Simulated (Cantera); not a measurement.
A closed system holds: 1 mol CH₃Cl, 0.35 mol F₂, a varied amount of H₂, at 3275 K and 10.0 mbar.

Cantera equilibrium calculation (NASA polynomials, part measured and part estimated; ideal gas, pure solids and liquids). Candidate condensed phases: C, C₆H₆, C₇H₈, C₈H₁₈; 118 gas species. The tables' values for CCl are old estimates; treat these amounts as uncertain. Rates play no part.

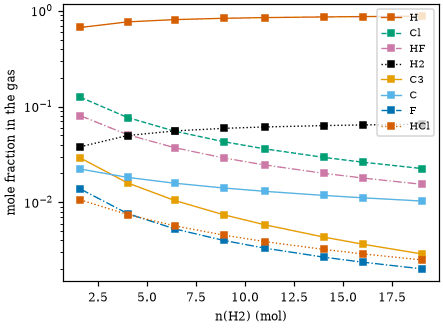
Fig. 1. Equilibrium gas composition (values under 1e-9 drawn at 1e-9)

From 1.6 mol H₂ to 19 mol H₂ nothing is condensed. The main C-bearing gas is C₃ at 1.6 mol H₂ and C at 19 mol H₂.
